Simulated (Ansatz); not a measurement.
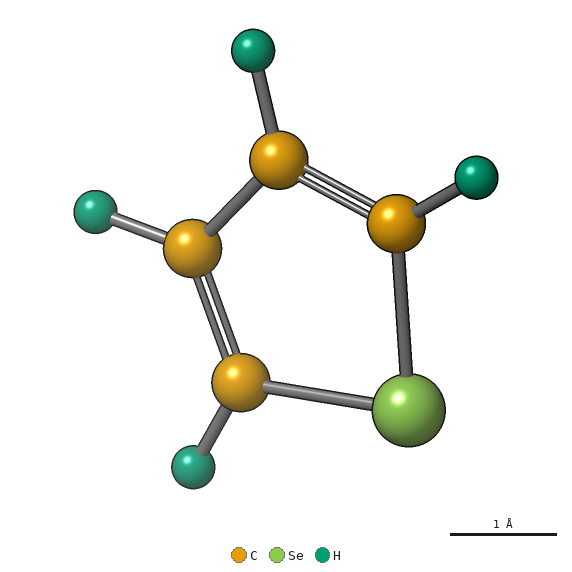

The picture shows a molecular structure as a ball-and-stick model.

Question: Count the atoms of each element.

Answer: C4H4Se, 9 atoms: 4 carbon, 4 hydrogen and 1 selenium.

Question: Does it have rings?

Answer: Independent rings (smallest set): 1 of 5 members, 1 of them aromatic.

Question: How many sets of symmetry-equivalent atoms are there?

Answer: 5: 2 C, 2 C, 1 Se, 2 H, 2 H.

The parts below concern this one geometry. Atoms keep their numbers from picture to picture. The computed structure is the end point of a PBE0-D4/def2-TZVP optimisation.

Thermal motion

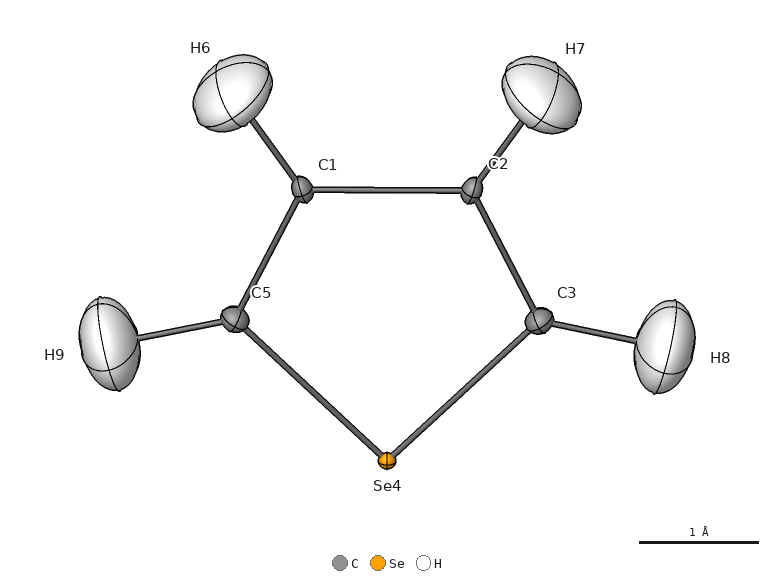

Displacement ellipsoids at the 50 % level, enlarged 2 times, from the internal vibrations of the free molecule (harmonic, no overall translation or rotation; no half-axis is drawn under 0.075 Å). Vibrations computed with RKS PBE0-D4/def2-TZVP (Ansatz 0.2.0). Temperature: 298 K.

Question: Which atom has the largest mean-square displacement?

Answer: H8, H9, with U_eq = 0.0150 Å².

Question: Does H8 move more along its bond or across it?

Answer: Across it: the root-mean-square amplitude is 0.079 Å along the bond and up to 0.153 Å across, since bending and torsion are softer than stretching.

Give the displacement parameters, one line for each set of equivalent atoms.

```json
{"atom": "C1, C2", "U_eq (Å²)": "0.0013", "rms amplitudes (Å)": "0.028, 0.037, 0.040"}
{"atom": "C3, C5", "U_eq (Å²)": "0.0016", "rms amplitudes (Å)": "0.035, 0.040, 0.046"}
{"atom": "Se4", "U_eq (Å²)": "0.00011", "rms amplitudes (Å)": "0.007, 0.008, 0.015"}
{"atom": "H6, H7", "U_eq (Å²)": "0.0140", "rms amplitudes (Å)": "0.080, 0.118, 0.147"}
{"atom": "H8, H9", "U_eq (Å²)": "0.0150", "rms amplitudes (Å)": "0.079, 0.125, 0.153"}
```

Levels of theory compared

Program: Ansatz 0.2.0.

Tabulate HOMO–LUMO gap (eV), HOMO energy (eV) at these levels: B3LYP-D4/def2-TZVPP; B97M-V/def2-TZVPP; BHLYP-D4/def2-TZVPP; HSE06 (plane-wave form)-D4/def2-TZVPP; PBE0-D4/def2-TZVPP; r2SCANh-D4/def2-TZVPP; revPBE-D4/def2-TZVPP; ωB97M-V/def2-TZVPP; ωB97X-V/def2-TZVPP.

```json
{"level": "B3LYP-D4/def2-TZVPP", "HOMO–LUMO gap (eV)": "5.89", "HOMO energy (eV)": "−6.65"}
{"level": "B97M-V/def2-TZVPP", "HOMO–LUMO gap (eV)": "4.76", "HOMO energy (eV)": "−5.99"}
{"level": "BHLYP-D4/def2-TZVPP", "HOMO–LUMO gap (eV)": "8.13", "HOMO energy (eV)": "−7.72"}
{"level": "HSE06 (plane-wave form)-D4/def2-TZVPP", "HOMO–LUMO gap (eV)": "5.54", "HOMO energy (eV)": "−6.49"}
{"level": "PBE0-D4/def2-TZVPP", "HOMO–LUMO gap (eV)": "6.32", "HOMO energy (eV)": "−6.89"}
{"level": "r2SCANh-D4/def2-TZVPP", "HOMO–LUMO gap (eV)": "5.46", "HOMO energy (eV)": "−6.42"}
{"level": "revPBE-D4/def2-TZVPP", "HOMO–LUMO gap (eV)": "4.44", "HOMO energy (eV)": "−5.78"}
{"level": "ωB97M-V/def2-TZVPP", "HOMO–LUMO gap (eV)": "10.40", "HOMO energy (eV)": "−8.96"}
{"level": "ωB97X-V/def2-TZVPP", "HOMO–LUMO gap (eV)": "10.56", "HOMO energy (eV)": "−9.06"}
```

Dipole moment

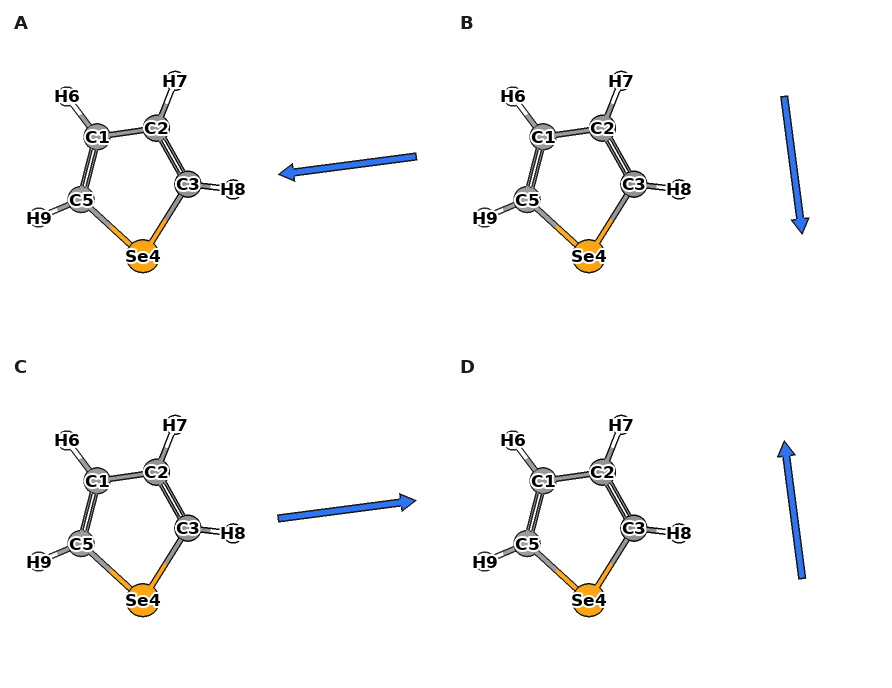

The same molecule four times, each with an arrow. Level of theory: RKS B3LYP-D4/def2-TZVPP (Ansatz 0.2.0).

Question: Which arrow points along the dipole moment, from the negative to the positive end?

Answer: D. The dipole moment is 0.35 D; it points from the side of Se4 to the side of H6, H7 (the outermost atoms at the two ends).
